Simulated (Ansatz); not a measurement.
# Nudged elastic band, with input and output: GeSbH6 (part 2 of 2)

GeSbH6, multiplicity 2; UKS B3LYP-D4/def2-SVP (Ansatz 0.2.0). One setting was made poor on purpose. It belongs to a series of runs on one base structure; here: band between the two ends.

Geometry of the input (Å):
```
H  -0.3024  -0.4634  -0.0668
Sb -2.1941  1.7196  -1.1387
Ge 0.8765  -1.2171  0.5829
H  -1.4515  2.4257  0.2533
H  -0.7259  1.9352  -2.0248
H  0.6998  -1.2169  2.1130
H  2.1969  -0.5153  0.2152
H  0.9006  -2.6679  0.0660
```

## Log, continued
```
NEB iter  38: max|band force component| = 1.108e-1 eV/Å  barrier→ = 0.0049 eV  barrier← = 0.0187 eV  CI = image 4  Δτ_max = 0.0017 Å  (228 SCF iters)
the calculation of the forces begins
reference -63148.60845336 eV, -2320.6685569969 hartree; 31, 30 occupied and 57, 58 virtual orbitals, 1046 factors
1046 factors; integrals over basis functions are off by at most 3.7e-4 eV
mean field -63148.60044747 eV, -2320.6682627860 hartree, gradient 2.0e-5 eV, S^2 0.752600; 1 other end points of the search recorded, 0 dependent functions left out
the calculation of the forces begins
reference -63148.60072904 eV, -2320.6682731333 hartree; 31, 30 occupied and 57, 58 virtual orbitals, 1046 factors
NEB iter  39: max|band force component| = 4.849e-2 eV/Å  barrier→ = 0.0048 eV  barrier← = 0.0187 eV  CI = image 4  Δτ_max = 0.0000 Å  (419 SCF iters)
```

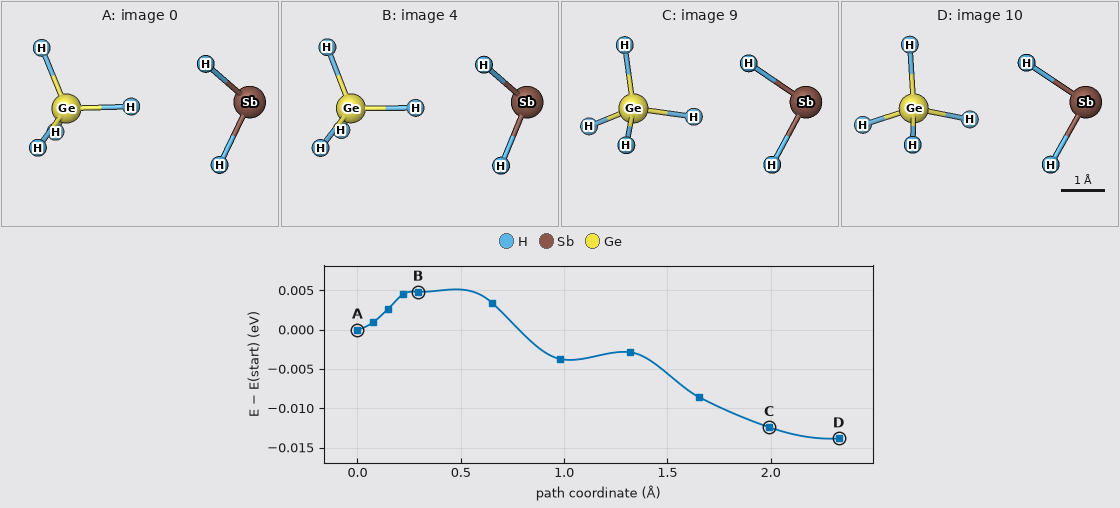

*Images of the last band (counted from 0; ball-and-stick, seen at a tilt) above the energy along the path; the line is a cubic interpolation that uses the forces.*

The highest image is number 4, 0.005 eV above the start and 0.019 eV above the end (the climbing image); the end lies 0.014 eV below the start. The path is 2.33 Å long. The band converged in 39 iterations.

```
Total energy: -63148.78997722 eV, -2320.6752278755 hartree
Atom 0 at    -0.299023    -0.408193    -0.108181 Å, force     0.005248    -0.013579     0.002601 eV/Å
Atom 1 at    -2.134842     1.604711    -1.087958 Å, force    -0.022595     0.037999    -0.013389 eV/Å
Atom 2 at     0.856053    -1.180485     0.566245 Å, force     0.001531    -0.000996     0.001171 eV/Å
Atom 3 at    -1.403335     2.351549     0.287604 Å, force    -0.004784    -0.000223    -0.000018 eV/Å
Atom 4 at    -0.718859     1.934347    -2.021152 Å, force    -0.001548    -0.003287    -0.001143 eV/Å
Atom 5 at     0.652749    -1.159791     2.092690 Å, force     0.006022    -0.005271     0.002915 eV/Å
Atom 6 at     2.194348    -0.507130     0.210664 Å, force     0.003544    -0.003892     0.001846 eV/Å
Atom 7 at     0.852808    -2.634908     0.060088 Å, force     0.012582    -0.010750     0.006017 eV/Å
Dipole moment:    -0.021272    -0.056604     0.005308 e Å
this run last wrote the band of iteration 39 to [file]
```

## The last band as extended XYZ (Å, eV, eV/Å)
```
8
Properties=species:S:1:pos:R:3:forces:R:3 image=0 energy=-63148.79452
H    -0.3024   -0.4634   -0.0668   -0.0036  -0.0045  -0.0002
Sb   -2.1941    1.7196   -1.1387    0.0274   0.0154   0.0050
Ge    0.8765   -1.2171    0.5829    0.0012   0.0006   0.0009
H    -1.4515    2.4257    0.2533   -0.0137  -0.0046  -0.0028
H    -0.7259    1.9352   -2.0248   -0.0145  -0.0042  -0.0039
H     0.6998   -1.2169    2.1130    0.0005  -0.0010  -0.0006
H     2.1969   -0.5153    0.2152   -0.0009   0.0006  -0.0007
H     0.9006   -2.6679    0.0660    0.0036  -0.0024   0.0023
8
Properties=species:S:1:pos:R:3:forces:R:3 image=1 energy=-63148.79357
H    -0.2910   -0.4306   -0.0658   -0.0011  -0.0057   0.0000
Sb   -2.1745    1.6701   -1.1235   -0.0076   0.0152  -0.0054
Ge    0.8744   -1.2081    0.5815    0.0026  -0.0033   0.0018
H    -1.4522    2.4222    0.2540   -0.0009  -0.0006  -0.0001
H    -0.7309    1.9423   -2.0325   -0.0009  -0.0007  -0.0002
H     0.6929   -1.2149    2.1109    0.0025  -0.0016   0.0006
H     2.2068   -0.5255    0.2212   -0.0001  -0.0002   0.0002
H     0.8743   -2.6554    0.0541    0.0056  -0.0031   0.0031
8
Properties=species:S:1:pos:R:3:forces:R:3 image=2 energy=-63148.79184
H    -0.2768   -0.3951   -0.0669    0.0010  -0.0081   0.0007
Sb   -2.1603    1.6267   -1.1110   -0.0149   0.0260  -0.0098
Ge    0.8728   -1.1976    0.5795    0.0028  -0.0022   0.0049
H    -1.4505    2.4103    0.2555   -0.0023  -0.0013   0.0000
H    -0.7349    1.9424   -2.0348   -0.0013  -0.0025  -0.0003
H     0.6846   -1.2099    2.1082    0.0046  -0.0033  -0.0003
H     2.2180   -0.5360    0.2275    0.0019  -0.0018   0.0010
H     0.8470   -2.6407    0.0421    0.0081  -0.0068   0.0037
8
Properties=species:S:1:pos:R:3:forces:R:3 image=3 energy=-63148.79000
H    -0.2813   -0.3876   -0.0867   -0.0009  -0.0081   0.0005
Sb   -2.1439    1.6013   -1.0965   -0.0217   0.0354  -0.0135
Ge    0.8643   -1.1850    0.5733    0.0173  -0.0184  -0.0196
H    -1.4281    2.3773    0.2711   -0.0038  -0.0007   0.0004
H    -0.7292    1.9377   -2.0293   -0.0015  -0.0035  -0.0007
H     0.6668   -1.1843    2.0998    0.0036  -0.0042   0.0171
H     2.2117   -0.5264    0.2223   -0.0037  -0.0059   0.0045
H     0.8396   -2.6328    0.0459    0.0107   0.0053   0.0114
8
Properties=species:S:1:pos:R:3:forces:R:3 image=4 energy=-63148.78970
H    -0.2990   -0.4082   -0.1082    0.0052  -0.0136   0.0026
Sb   -2.1348    1.6047   -1.0880   -0.0226   0.0380  -0.0134
Ge    0.8561   -1.1805    0.5662    0.0015  -0.0010   0.0012
H    -1.4033    2.3515    0.2876   -0.0048  -0.0002   0.0000
H    -0.7189    1.9343   -2.0212   -0.0015  -0.0033  -0.0011
H     0.6527   -1.1598    2.0927    0.0060  -0.0053   0.0029
H     2.1943   -0.5071    0.2107    0.0035  -0.0039   0.0018
H     0.8528   -2.6349    0.0601    0.0126  -0.0107   0.0060
8
Properties=species:S:1:pos:R:3:forces:R:3 image=5 energy=-63148.79108
H    -0.3900   -0.5445   -0.1982    0.0045  -0.0153   0.0021
Sb   -2.0959    1.6528   -1.0538   -0.0194   0.0418  -0.0105
Ge    0.8157   -1.1671    0.5386   -0.0044  -0.0417  -0.0157
H    -1.2938    2.2512    0.3548   -0.0072   0.0006   0.0001
H    -0.6648    1.9235   -1.9827   -0.0021  -0.0030  -0.0029
H     0.5903   -1.0555    2.0573    0.0028  -0.0028   0.0136
H     2.0967   -0.4098    0.1464    0.0124   0.0029  -0.0023
H     0.9416   -2.6505    0.1377    0.0135   0.0174   0.0156
8
Properties=species:S:1:pos:R:3:forces:R:3 image=6 energy=-63148.79825
H    -0.4462   -0.7295   -0.2007   -0.0161   0.0024  -0.0086
Sb   -2.1284    1.8328   -1.0888   -0.0039  -0.0027  -0.0028
Ge    0.8159   -1.2086    0.5420    0.0166  -0.0458   0.0022
H    -1.2953    2.2849    0.3551    0.0051   0.0013   0.0070
H    -0.6491    1.9282   -1.9752    0.0038   0.0012  -0.0019
H     0.6040   -1.0555    2.0597   -0.0035   0.0037   0.0011
H     2.0224   -0.3604    0.1014    0.0013   0.0065  -0.0048
H     1.0766   -2.6917    0.2064   -0.0034   0.0333   0.0076
8
Properties=species:S:1:pos:R:3:forces:R:3 image=7 energy=-63148.79739
H    -0.4916   -0.7597   -0.2826    0.0101  -0.0161   0.0052
Sb   -2.0513    1.7446   -1.0154   -0.0124   0.0303  -0.0103
Ge    0.7704   -1.1615    0.5098   -0.0087  -0.0096  -0.0143
H    -1.1771    2.1489    0.4190   -0.0011  -0.0005   0.0039
H    -0.6031    1.9067   -1.9434   -0.0029  -0.0025  -0.0003
H     0.5162   -0.9362    2.0113   -0.0001  -0.0011   0.0088
H     1.9558   -0.2943    0.0495    0.0028   0.0003  -0.0019
H     1.0807   -2.6484    0.2518    0.0123  -0.0009   0.0090
8
Properties=species:S:1:pos:R:3:forces:R:3 image=8 energy=-63148.80312
H    -0.5447   -0.9323   -0.3255   -0.0079  -0.0070  -0.0062
Sb   -2.0220    1.8441   -0.9931   -0.0033   0.0132  -0.0051
Ge    0.7416   -1.1620    0.4914    0.0115  -0.0034   0.0095
H    -1.1109    2.0741    0.4567    0.0025  -0.0017   0.0045
H    -0.5633    1.8898   -1.9174   -0.0019  -0.0009   0.0004
H     0.4609   -0.8622    1.9758   -0.0023  -0.0005  -0.0054
H     1.8476   -0.2235   -0.0242   -0.0048  -0.0017  -0.0024
H     1.1907   -2.6279    0.3361    0.0062   0.0019   0.0047
8
Properties=species:S:1:pos:R:3:forces:R:3 image=9 energy=-63148.80692
H    -0.5825   -1.0924   -0.3669   -0.0046  -0.0047  -0.0041
Sb   -1.9752    1.9156   -0.9548    0.0000   0.0062  -0.0016
Ge    0.7095   -1.1518    0.4704    0.0070  -0.0008   0.0043
H    -1.0387    1.9777    0.4959    0.0022  -0.0023   0.0024
H    -0.5237    1.8674   -1.8900   -0.0016  -0.0001   0.0005
H     0.3881   -0.7772    1.9291   -0.0025   0.0006  -0.0032
H     1.7361   -0.1589   -0.1035   -0.0035  -0.0013  -0.0017
H     1.2863   -2.5802    0.4200    0.0029   0.0025   0.0032
8
Properties=species:S:1:pos:R:3:forces:R:3 image=10 energy=-63148.80836
H    -0.6024   -1.2612   -0.3925   -0.0065   0.0011  -0.0021
Sb   -1.9194    2.0033   -0.9159   -0.0195   0.0019   0.0010
Ge    0.6810   -1.1454    0.4518   -0.0058  -0.0060   0.0131
H    -0.9853    1.8885    0.5342    0.0120  -0.0016  -0.0229
H    -0.4887    1.8428   -1.8707    0.0064   0.0003   0.0222
H     0.3115   -0.7038    1.8813    0.0107  -0.0053  -0.0236
H     1.6192   -0.1072   -0.1881    0.0039   0.0030   0.0056
H     1.3840   -2.5168    0.4999   -0.0013   0.0065   0.0067
```

## Key numbers

```tsv
quantity	value
outcome	converged
barrier, forward	0.005 eV
barrier, backward	0.019 eV
hardware	2 threads of Intel Xeon (Sapphire Rapids), 16 GiB of memory available, shared host
wall time	17 min (CPU time 32 min)
peak memory	0.31 GiB
```

A deliberately poor setting: step length. The order of the saddle point was not checked.
